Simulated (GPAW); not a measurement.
Two runs for the O K edge of atom 4 in MnH4Br2O2 (C2/m). Run A: GPAW, LDA + U (Mn 5 eV), full core hole (charged cell), 18-atom cell with 6.8 Å between holes, 4×4×4 k points, dipole transitions, Gaussian full width 0.9 eV up to 4 eV, rising linearly to 3.5 eV at 25 eV. Run B differs in one choice.

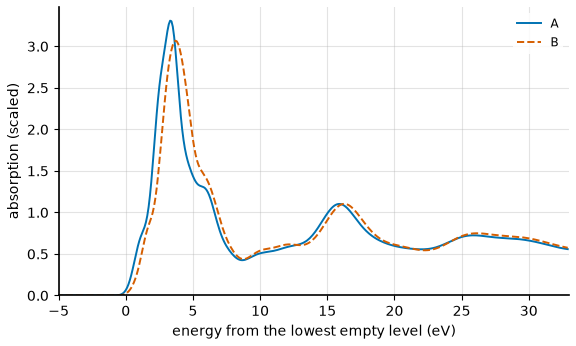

Energy from the lowest empty level; intensity scaled to a mean of 1 over the first 20 eV.

**Question.** What was changed?
a) the plane-wave cutoff
b) the size of the supercell
c) the broadening
d) the volume of the cell

(b): run B changes the supercell atoms from 18 to 9, and the k mesh follows the cell. Against the first run the r.m.s. difference is 23 %. A shift of +0.4 eV leaves 7 %. The highest intensity below 16 eV goes from 3.3 eV (3.31) to 3.7 eV (3.07). Other settings could leave a like mark; this is the one that was changed.

[Hosts, paths, dates, database ids (printed as entryN), source tags and the programs' standing remarks are cut or masked in the printed files.]

[Lists of maxima count a maximum above −3 eV only where it reaches 4 % of the highest in the window and stands out from its surroundings by 2 % of it (1.5 % where it reaches 55 %); shoulders and weaker maxima are passed over, and of the rest the first, up to two pre-edge ones and the few strongest are named.]
